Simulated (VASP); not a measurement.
Band structure of WC (wc). All values below come from TPSS meta-GGA, VASP's PBE PAW potentials (set 64) (plane waves; VASP 6.6.1).

Unless said otherwise, spin-orbit coupling is left out, though it shifts the bands of the heavy elements here.

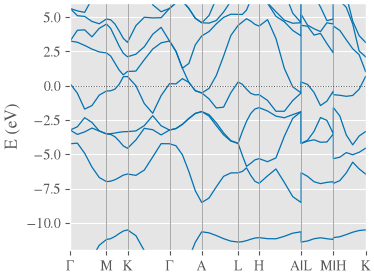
Fig. 1. Bands along high-symmetry lines, zero at the valence-band maximum or, without a gap, the Fermi level

### Question
Read the plot: is there a gap, and where are the band edges?

### Answer
It has no gap at this level: it comes out as a metal or semimetal.

The compound is WC in the wc structure. It was relaxed first.
